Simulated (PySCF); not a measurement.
```csv
atom,x (Å),y (Å),z (Å)
Si,0.0000,0.0000,-2.2873
Pb,0.0000,0.0000,0.3077
```

Core potentials replace the inner electrons of Pb.

The calculation used PySCF 2.14.0, PBE0/def2-SVP, non-relativistic Hamiltonian with scalar-relativistic core potentials where named, at a bond length of 2.595 Å.

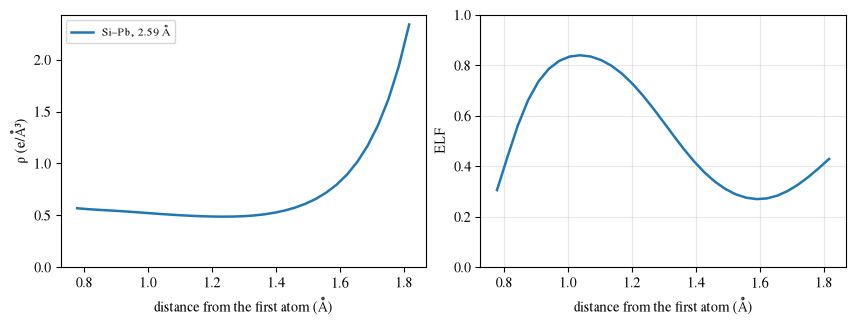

SiPb (triplet). Electron density and ELF along straight lines between neighbouring atoms. The curves leave out the atomic cores.

**What can be read from the curves?**

Si–Pb (2.59 Å): ρ is about 0.49 e/Å³ halfway; the ELF peaks at about 0.85 in the valence shell of Si, 1.0 Å from its nucleus, and drops to about 0.25 between the two atoms.
